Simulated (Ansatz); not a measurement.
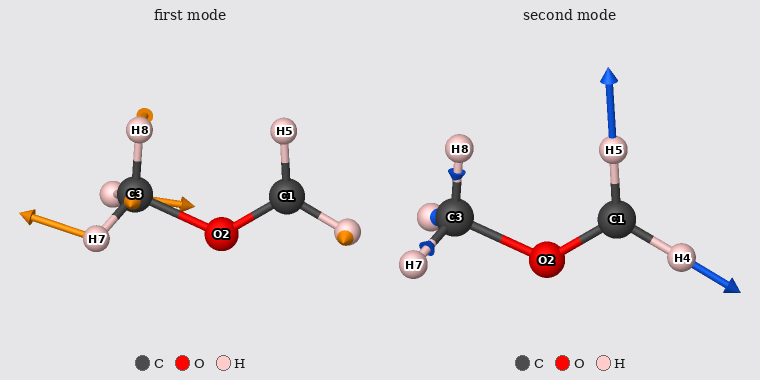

The system is C₂H₅O, SMILES [CH2+]OC, charge +1; the picture shows the reference structure; its two panels give the patterns of the first and the second mode as arrows. First axis: normal mode 6 (1132 cm⁻¹). Second axis: normal mode 14 (2991 cm⁻¹). Nothing is relaxed (straight displacements along the two mass-weighted modes). Grid: 15 × 15 points. Points are written as (first, second). Energies: kcal/mol, counted from the relaxed molecule at the same level. These are results of RKS PBE-D4/def2-TZVP in Ansatz, not measurements.

Its coordinates:

```json
{"atom": "C", "x (Å)": "-0.8893", "y (Å)": "0.5404", "z (Å)": "-0.8181"}
{"atom": "O", "x (Å)": "-0.3411", "y (Å)": "-0.4976", "z (Å)": "-0.4012"}
{"atom": "C", "x (Å)": "0.7095", "y (Å)": "-0.4770", "z (Å)": "0.6472"}
{"atom": "H", "x (Å)": "-1.6527", "y (Å)": "0.4027", "z (Å)": "-1.5953"}
{"atom": "H", "x (Å)": "-0.6179", "y (Å)": "1.5329", "z (Å)": "-0.4249"}
{"atom": "H", "x (Å)": "0.3138", "y (Å)": "-1.1081", "z (Å)": "1.4513"}
{"atom": "H", "x (Å)": "1.5806", "y (Å)": "-0.9490", "z (Å)": "0.1783"}
{"atom": "H", "x (Å)": "0.8971", "y (Å)": "0.5558", "z (Å)": "0.9629"}
```

Range: normal mode 6 (1132 cm⁻¹) from −0.505 to 0.505 amu½·Å; normal mode 14 (2991 cm⁻¹) from −0.191 to 0.191 amu½·Å.

> What will the energy surface look like?

The lowest grid point is at (0.000 amu½·Å, 0.000 amu½·Å), 0.0 kcal/mol from the relaxed molecule at the same level. It is the only kind of minimum in the scanned range. The highest grid point, (−0.505 amu½·Å, −0.191 amu½·Å), lies 32.8 kcal/mol above the lowest.

```
second ↓, first →  −0.505  −0.432  −0.360  −0.288  −0.216  −0.144  −0.072  0.000  0.072  0.144  0.216  0.288  0.360  0.432  0.505
            0.191    23.9    20.4    17.6    15.4    13.7    12.6    11.9   11.7   11.9   12.6   13.7   15.4   17.6   20.4   23.8
            0.164    21.4    17.8    14.9    12.6    10.9     9.7     9.0    8.8    9.0    9.7   10.9   12.6   14.9   17.8   21.4
            0.136    19.2    15.6    12.6    10.2     8.5     7.2     6.5    6.2    6.5    7.2    8.4   10.2   12.6   15.6   19.2
            0.109    17.5    13.7    10.7     8.2     6.4     5.1     4.3    4.1    4.3    5.1    6.4    8.2   10.7   13.7   17.5
            0.082    16.1    12.3     9.1     6.6     4.7     3.4     2.6    2.4    2.6    3.4    4.7    6.6    9.1   12.3   16.1
            0.055    15.1    11.2     8.0     5.5     3.5     2.2     1.3    1.1    1.3    2.1    3.5    5.5    8.0   11.2   15.1
            0.027    14.6    10.7     7.4     4.8     2.8     1.4     0.6    0.3    0.5    1.4    2.8    4.8    7.4   10.7   14.6
            0.000    14.6    10.6     7.3     4.6     2.6     1.1     0.3    0.0    0.3    1.1    2.6    4.6    7.3   10.6   14.6
           −0.027    15.2    11.1     7.7     5.0     2.9     1.5     0.6    0.3    0.6    1.4    2.9    5.0    7.7   11.1   15.2
           −0.055    16.3    12.2     8.8     6.0     3.9     2.4     1.5    1.2    1.5    2.4    3.9    6.0    8.7   12.2   16.3
           −0.082    18.1    13.9    10.4     7.6     5.5     4.0     3.1    2.8    3.1    4.0    5.5    7.6   10.4   13.9   18.0
           −0.109    20.5    16.3    12.8    10.0     7.8     6.3     5.4    5.0    5.4    6.3    7.8   10.0   12.8   16.3   20.5
           −0.136    23.8    19.5    16.0    13.1    10.9     9.4     8.4    8.1    8.4    9.4   10.9   13.1   16.0   19.5   23.7
           −0.164    27.8    23.6    20.0    17.1    14.9    13.3    12.4   12.1   12.4   13.3   14.9   17.1   20.0   23.6   27.8
           −0.191    32.8    28.5    25.0    22.0    19.8    18.2    17.3   17.0   17.3   18.2   19.8   22.0   24.9   28.5   32.8
```

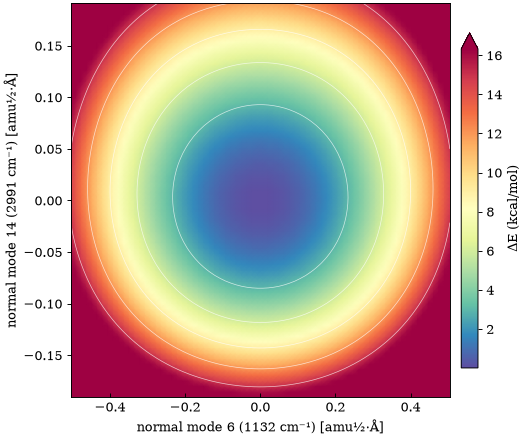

In the figure: a smooth colour map with a few white contour lines, one colour for all values above the top of the scale. Between grid points the surface is interpolated.

Each point was launched as `ansatz run input.yaml --threads 1 --pin off --max-ram 2560MiB --backend cpu --events-out ev --progress --plain --runs-dir out`. The whole map (225 points run) took 16 min on 1 thread of Arm Neoverse N1 (shared host).
